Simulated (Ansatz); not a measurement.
**A workflow on PF3 (phosphorus trifluoride)**

We compute a geometry optimisation (singlet PF3, MP2/cc-pVDZ), then the harmonic vibrations (singlet PF3, MP2/cc-pVDZ), then the energy (singlet PF3, CCSD(T)/pcseg-1), then a single-point energy (doublet [PF3]+, UCCSD(T)/pcseg-1), then a structure relaxation (doublet [PF3]+, UMP2/cc-pVDZ) of F3P. 

The results are computed with Ansatz 0.2.0.

**1. The molecule**

PF3: 4 atoms, total charge 0, spin state singlet. SMILES: `FP(F)F`. All atoms were displaced at random from a relaxed shape. The run starts from this shape.

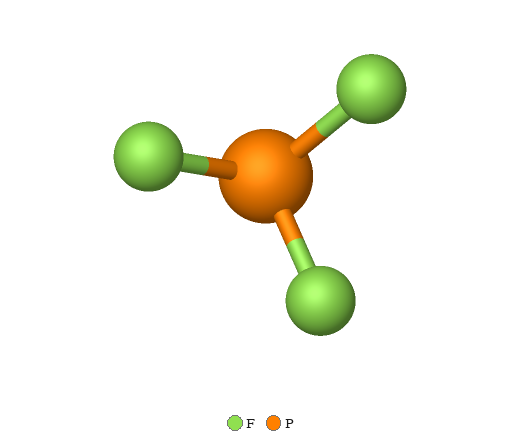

Viewed from a chosen angle; fluorine green, phosphorus orange.

**2. A structure relaxation at MP2/cc-pVDZ (run 1)**

in.yaml

```yaml
crystal:
  periodic: [false, false, false]
  atoms:
    - {symbol: F, position_ang: [0.884526, -0.645103, 0.895950]}
    - {symbol: P, position_ang: [-0.336352, 0.405934, 0.497391]}
    - {symbol: F, position_ang: [-1.076060, -0.619215, -0.478344]}
    - {symbol: F, position_ang: [0.428902, 1.082055, -0.803964]}
basis:
  gaussian: {orbitals: cc-pVDZ}
correlation: {method: mp2}
relax: {}
```

Launch:

```bash
$ ansatz run in.yaml --threads 1 --pin off --max-ram 2610MiB --events-out events.jsonl --progress --plain --runs-dir runs
```

What it wrote:

```text
Warning: RAYON_NUM_THREADS=1 ignored (pool sized by the plan → 1); use --threads N
The last accepted step is kept in runs//last_step.txt (removed where the run ends without a failure and the disk answers)
[... 20 lines left out ...]
8 core orbitals not correlated: weight in the atoms' cores, before any rotation towards them, 1.000 or more for the frozen orbitals, at most 0.000 for the correlated occupied ones
[... 24 lines left out ...]
8 core orbitals not correlated: weight in the atoms' cores, before any rotation towards them, 1.000 or more for the frozen orbitals, at most 0.000 for the correlated occupied ones
[... 17 lines left out ...]
Dipole moment:    -0.152761     0.176717     0.222728 e Å
Checks for a lower state left out: cluster_reference
```

Wall time 7.8 s (1 thread of Arm Neoverse V1, shared host); peak memory 0.11 GiB.

Steps, from the record of the run:

```
step  energy from the first frame kept (eV)  largest force (eV/Å)
   1                                 0.0000                2.4573
   2                                -0.1339                1.1338
   3                                -0.1610                0.2029
   4                                -0.1627                0.0297
   5                                -0.1627                0.0014
```

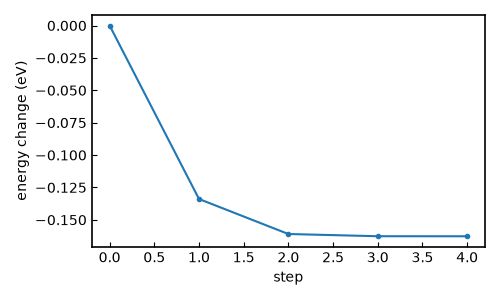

Energy along the run.

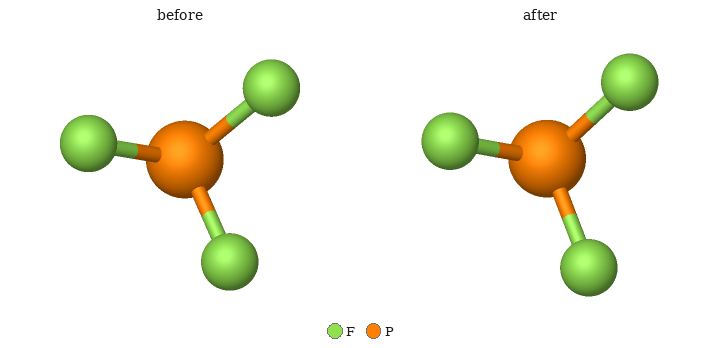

Before and after, at one scale.

After the run. Bond lengths: F1–P2 1.622 Å, P2–F3 1.622 Å, P2–F4 1.622 Å. Angles: F1–P2–F3 97.5°, F1–P2–F4 97.5°, F3–P2–F4 97.5°.

**3. The harmonic vibrations at MP2/cc-pVDZ (run 2)**

molecule.yaml

```yaml
basis:
  gaussian:
    orbitals: cc-pVDZ
crystal:
  periodic: [false, false, false]
  atoms:
    - {symbol: F, position_ang: [0.883312, -0.615809, 0.892426]}
    - {symbol: P, position_ang: [-0.310428, 0.386361, 0.444160]}
    - {symbol: F, position_ang: [-1.147288, -0.670480, -0.457577]}
    - {symbol: F, position_ang: [0.475420, 1.123599, -0.767976]}
correlation:
  method: mp2
phonons:
  temperatures: {t_min: 300, t_max: 1500, t_step: 300}
```

Launch:

```bash
$ ansatz run molecule.yaml --threads 1 --pin off --max-ram 2610MiB --events-out events.jsonl --progress --plain --runs-dir runs
```

What it wrote:

```text
Warning: RAYON_NUM_THREADS=1 ignored (pool sized by the plan → 1); use --threads N
[... 70 lines left out ...]
8 core orbitals not correlated: weight in the atoms' cores, before any rotation towards them, 1.000 or more for the frozen orbitals, at most 0.000 for the correlated occupied ones
[... 65 lines left out ...]
8 core orbitals not correlated: weight in the atoms' cores, before any rotation towards them, 1.000 or more for the frozen orbitals, at most 0.000 for the correlated occupied ones
[... 59 lines left out ...]
Dipole moment:    -0.152760     0.176718     0.222729 e Å
[... 1 line left out ...]
Checks for a lower state left out: cluster_reference
```

Wall time 27 s (1 thread of Arm Neoverse V1, shared host); peak memory 0.11 GiB.

**4. The energy at CCSD(T)/pcseg-1 (run 3)**

molecule.yaml, as its differences from that of step 3:

```diff
@@ -2,3 +2,3 @@
   gaussian:
-    orbitals: cc-pVDZ
+    orbitals: pcseg-1.json
 crystal:
@@ -11,4 +11,6 @@
 correlation:
-  method: mp2
-phonons:
-  temperatures: {t_min: 300, t_max: 1500, t_step: 300}
+  method: ccsd_t
+scf:
+  omitted_lower_state_checks: [cluster_reference]
+output:
+  orbitals: {seedname: orbitals}
```

The basis set pcseg-1 is read from a file made from the Basis Set Exchange's data (not shown).

Launch:

```bash
$ ansatz run molecule.yaml --threads 1 --pin off --max-ram 2610MiB --events-out events.jsonl --progress --plain --runs-dir runs
```

What it wrote, cut to the lines that bear on the results:

```text
Warning: RAYON_NUM_THREADS=1 ignored (pool sized by the plan → 1); use --threads N
Functional definition: HF
  name "HF"
[...]
543 factors; integrals over basis functions are off by at most 1.2e-3 eV
[...]
mean field -17388.45777286 eV, -639.0140368326 hartree, gradient 4.2e-6 eV, S^2 0.000000; 0 other end points of the search recorded, 0 dependent functions left out
8 core orbitals not correlated: weight in the atoms' cores, before any rotation towards them, 1.000 or more for the frozen orbitals, at most 0.000 for the correlated occupied ones
reference -17388.45777286 eV, -639.0140368326 hartree; 13, 13 occupied and 39, 39 virtual orbitals, 543 factors
second order -18.26997673 eV of doubles, -0.00000000 eV of singles
cycle   1  -17.85298587 eV  change    4.2e-1 eV  update   1.1e-1
[...]
cycle   9  -18.40259614 eV  change   -1.9e-5 eV  update   1.1e-5
perturbative correction -0.34786911 eV, -0.0127839540 hartree
Total energy: -17407.20823811 eV, -639.7031037211 hartree
Checks for a lower state left out: cluster_reference
```

It took 1.7 s on 1 thread of Arm Neoverse V1, shared host; peak memory 0.13 GiB.

**5. The doublet cation: the energy at UCCSD(T)/pcseg-1 (run 4)**

in.yaml

```yaml
crystal:
  periodic: [false, false, false]
  atoms:
    - {symbol: F, position_ang: [0.883312, -0.615809, 0.892426]}
    - {symbol: P, position_ang: [-0.310428, 0.386361, 0.444160]}
    - {symbol: F, position_ang: [-1.147288, -0.670480, -0.457577]}
    - {symbol: F, position_ang: [0.475420, 1.123599, -0.767976]}
basis:
  gaussian: {orbitals: pcseg-1.json}
magnetization: {spin_polarized: true, initial_magnetization: 1}
correlation: {method: ccsd_t}
total_charge: 1
scf: {omitted_lower_state_checks: [cluster_reference]}
```

The basis set pcseg-1 is read from a file made from the Basis Set Exchange's data (not shown).

Launch:

```bash
$ ansatz run in.yaml --threads 1 --pin off --max-ram 2610MiB --events-out events.jsonl --progress --plain --runs-dir runs
```

What it wrote, cut to the lines that bear on the results:

```text
Warning: RAYON_NUM_THREADS=1 ignored (pool sized by the plan → 1); use --threads N
[... 2 set-up lines as earlier in the session ...]
[...]
540 factors; integrals over basis functions are off by at most 1.2e-3 eV
[...]
mean field -17376.33261553 eV, -638.5684455194 hartree, gradient 3.8e-6 eV, S^2 0.766793; 0 other end points of the search recorded, 0 dependent functions left out
8 core orbitals not correlated: weight in the atoms' cores, before any rotation towards them, 1.000 or more for the frozen orbitals, at most 0.000 for the correlated occupied ones
reference -17376.33261553 eV, -638.5684455194 hartree; 13, 12 occupied and 39, 40 virtual orbitals, 540 factors
second order -18.10135343 eV of doubles, -0.00000000 eV of singles
cycle   1  -17.43893405 eV  change    6.6e-1 eV  update   1.3e-1
[...]
cycle  11  -18.11811217 eV  change    1.4e-5 eV  update   1.7e-5
perturbative correction -0.42651817 eV, -0.0156742537 hartree
Total energy: -17394.87724587 eV, -639.2499481146 hartree
Checks for a lower state left out: cluster_reference
```

Wall time 6.6 s (1 thread of Arm Neoverse V1, shared host); peak memory 0.21 GiB.

**6. The doublet cation: a geometry optimisation at UMP2/cc-pVDZ (run 5)**

run.yaml

```yaml
crystal:
  periodic: [false, false, false]
  atoms:
    - {symbol: F, position_ang: [0.883312, -0.615809, 0.892426]}
    - {symbol: P, position_ang: [-0.310428, 0.386361, 0.444160]}
    - {symbol: F, position_ang: [-1.147288, -0.670480, -0.457577]}
    - {symbol: F, position_ang: [0.475420, 1.123599, -0.767976]}
basis:
  gaussian: {orbitals: cc-pVDZ}
total_charge: 1
magnetization: {spin_polarized: true, initial_magnetization: 1}
correlation: {method: mp2}
relax: {}
```

Launch:

```bash
$ ansatz run run.yaml --threads 1 --pin off --max-ram 2610MiB --events-out events.jsonl --progress --plain --runs-dir runs
```

What it wrote:

```text
Warning: RAYON_NUM_THREADS=1 ignored (pool sized by the plan → 1); use --threads N
[... 1 set-up line as earlier in the session ...]
[... 29 lines left out ...]
8 core orbitals not correlated: weight in the atoms' cores, before any rotation towards them, 1.000 or more for the frozen orbitals, at most 0.000 for the correlated occupied ones
[... 24 lines left out ...]
8 core orbitals not correlated: weight in the atoms' cores, before any rotation towards them, 1.000 or more for the frozen orbitals, at most 0.000 for the correlated occupied ones
[... 17 lines left out ...]
Dipole moment:    -0.190134     0.219913     0.277091 e Å
Checks for a lower state left out: cluster_reference
```

It took 12 s on 1 thread of Arm Neoverse V1, shared host; peak memory 0.14 GiB.

Step by step:

```
step  energy from the first frame kept (eV)  largest force (eV/Å)
   1                                 0.0000                6.8011
   2                                -0.5766                3.9455
   3                                -0.7974                1.1508
   4                                -0.8417                0.0535
   5                                -0.8420                0.0146
   6                                -0.8420                0.0010
```

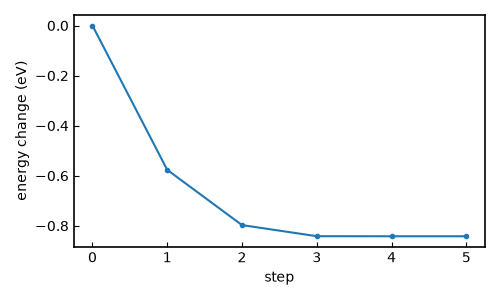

Energy along the run.

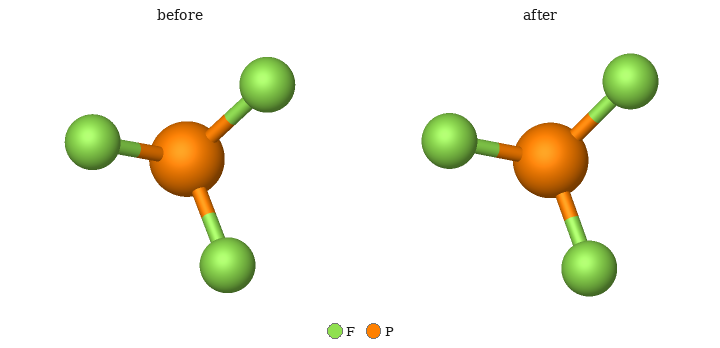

Before and after, at one scale.

After the run. Bond lengths: F1–P2 1.551 Å, P2–F3 1.551 Å, P2–F4 1.551 Å. Angles: F1–P2–F3 109.2°, F1–P2–F4 109.2°, F3–P2–F4 109.2°.

**7. Summary of results**

```
                                                                            quantity          value
                                         run 1, MP2/cc-pVDZ: total energy at the end  -639.81309 Eh
                              run 1, MP2/cc-pVDZ: dipole moment (correlated density)         1.55 D
                     run 1, MP2/cc-pVDZ: correlation energy (8 core orbitals frozen)     -675.3 mEh
                                        run 2, MP2/cc-pVDZ: largest force on an atom     0.001 eV/Å
                                      run 2, MP2/cc-pVDZ: lowest harmonic wavenumber       324 cm⁻¹
                                     run 2, MP2/cc-pVDZ: highest harmonic wavenumber       885 cm⁻¹
                                               run 2, MP2/cc-pVDZ: zero-point energy    22.3 kJ/mol
                                                run 3, CCSD(T)/pcseg-1: total energy  -639.70310 Eh
                         run 3, CCSD(T)/pcseg-1: HOMO energy (Hartree–Fock orbitals)      -13.24 eV
                         run 3, CCSD(T)/pcseg-1: LUMO energy (Hartree–Fock orbitals)        3.02 eV
                       run 3, CCSD(T)/pcseg-1: HOMO–LUMO gap (Hartree–Fock orbitals)       16.26 eV
                 run 3, CCSD(T)/pcseg-1: correlation energy (8 core orbitals frozen)     -689.1 mEh
                                              run 3, CCSD(T)/pcseg-1: (T) correction     -12.78 mEh
                                               run 3, CCSD(T)/pcseg-1: T1 diagnostic          0.014
                                                 doublet cation, run 4: total energy  -639.24995 Eh
                  doublet cation, run 4: correlation energy (8 core orbitals frozen)     -681.5 mEh
                                               doublet cation, run 4: (T) correction     -15.67 mEh
                            doublet cation, run 4: ⟨S²⟩ of the reference determinant          0.767
                                                doublet cation, run 4: T1 diagnostic          0.022
                                      doublet cation, run 5: total energy at the end  -639.40212 Eh
                  doublet cation, run 5: correlation energy (8 core orbitals frozen)     -664.7 mEh
                            doublet cation, run 5: ⟨S²⟩ of the reference determinant          0.757
                 vertical ionisation energy (to the doublet cation), CCSD(T)/pcseg-1      12.331 eV
adiabatic ionisation energy (to the doublet cation, no zero-point term), MP2/cc-pVDZ      11.183 eV
```

**Reading.** At CCSD(T)/pcseg-1: removing an electron at fixed nuclei costs 12.33 eV (284 kcal/mol). At MP2/cc-pVDZ: the adiabatic ionisation energy (to the doublet cation, no zero-point term) is 11.18 eV (258 kcal/mol). The optimisation (run 1, MP2/cc-pVDZ) took 4 steps and changed the energy by -0.163 eV. Mulliken charges (run 1, MP2/cc-pVDZ) run from -0.33 on F3 to +0.98 on P2; they depend strongly on the basis. All 6 modes (run 2, MP2/cc-pVDZ) are real, so the shape is a minimum at this level. Mulliken charges (run 2, MP2/cc-pVDZ) run from -0.33 on F3 to +0.98 on P2; they depend strongly on the basis.
